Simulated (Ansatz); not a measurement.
# Response to strain in CdS

Take CdS in the wurtzite structure (space group P6_3mc, No. 186; a = 4.1966 Å, c = 6.8302 Å) as the base.

Strains are applied to the cell and any free atomic positions relax.

All numbers come from Ansatz (an electronic-structure program), PBE, PAW, cutoff 420 eV, without spin-orbit coupling, earlier PAW set.

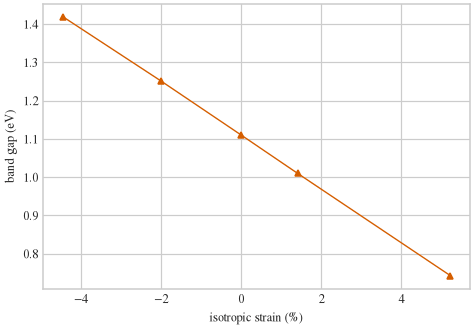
Band gap against isotropic strain

```csv
isotropic strain (%),band gap
-4.45,1.42 eV
-2.01,1.25 eV
1.41,1.01 eV
5.22,0.74 eV
```

Stability against distortions was not tested.
